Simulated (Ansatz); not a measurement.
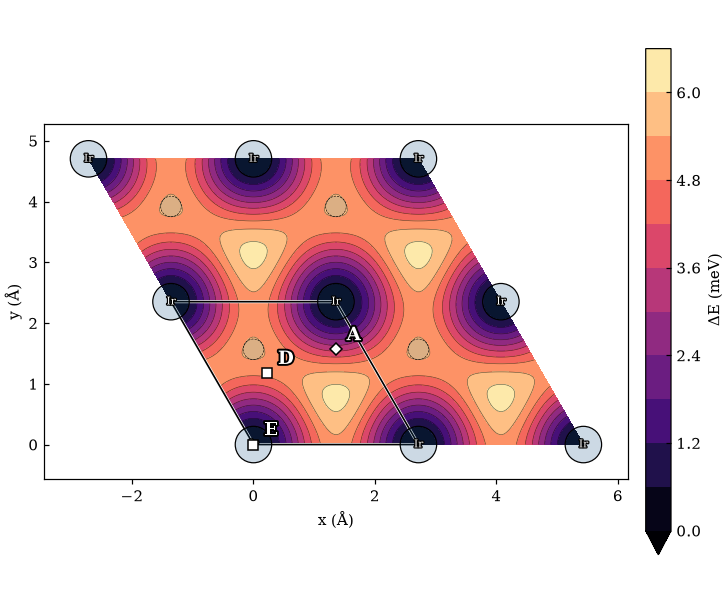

CO on an Ir(111) slab cut from the Fm-3m phase, its upper half relaxed before the scan (12 atoms of substrate and one adsorbate in a 2 × 2 cell). CO (O end down) is moved over the surface cell at a fixed height above a rigid substrate; the origin of the map has the adsorbate above Ir9; the height is held at 3.40 Å. Places are given modulo a cell vector. The map is drawn in real space over the plane of the surface. The scan uses a 6 × 6 grid; 10 points were computed and 26 follow by symmetry. Places are given in fractions of the 1 × 1 surface cell. Energies: meV, counted from the lowest grid point. At a fixed height the lowest place need not be the adsorption site. The runs have no spin polarisation; a magnetic state may lie lower. Level of theory: DFT PBE+D3(BJ), scalar-relativistic, plane waves, PAW in Ansatz 0.2.0. Settings: cutoff 420 eV, k-mesh 6×6×1, gaussian smearing 0.1 eV, no spin polarisation.

Drawn: filled contours, labelled circles for the atoms of the top layer and small ones for the second layer, the outline of one cell of the 2 × 2 shown, lettered points. Between grid points the surface is interpolated.

What kind of point is each of A, E: minimum, saddle, maximum or slope?

Answer. A: on a slope; E: minimum. (In these two coordinates alone; a stationary point may lie a little off the grid point.)

Rank the lettered points by energy, lowest first.

Answer. E (0.00 meV), A (3.41 meV), D (4.98 meV).

PAW datasets: the set soft_1.
